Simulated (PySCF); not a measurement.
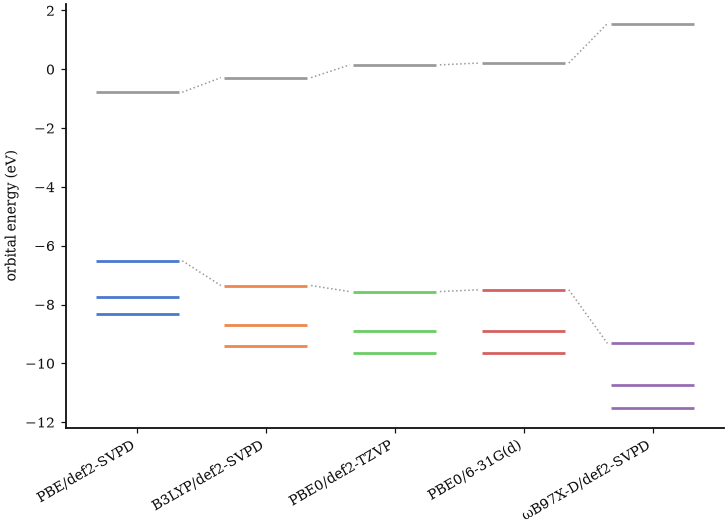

Frontier orbital energies of SiAsH₅, SMILES [SiH3][AsH2] at one geometry, PySCF 2.14.0, at a PBE0-D3(BJ)/def2-SVP geometry (no frequency check). Empty levels are grey, levels within 0.1 eV stand side by side; all columns show the same few orbitals around the gap. Dotted lines join the HOMOs and the LUMOs.

### Compare the HOMO-LUMO separations.

The separation grows from 5.73 eV (PBE/def2-SVPD) to 10.88 eV (ωB97X-D/def2-SVPD).

```tsv
level	HOMO (eV)	LUMO (eV)	separation (eV)
PBE/def2-SVPD	−6.51	−0.78	5.73
B3LYP/def2-SVPD	−7.35	−0.28	7.07
PBE0/def2-TZVP	−7.56	0.15	7.71
PBE0/6-31G(d)	−7.50	0.21	7.71
ωB97X-D/def2-SVPD	−9.32	1.56	10.88
```

Caveats, for all or some of the runs: empty levels above zero depend strongly on the basis.
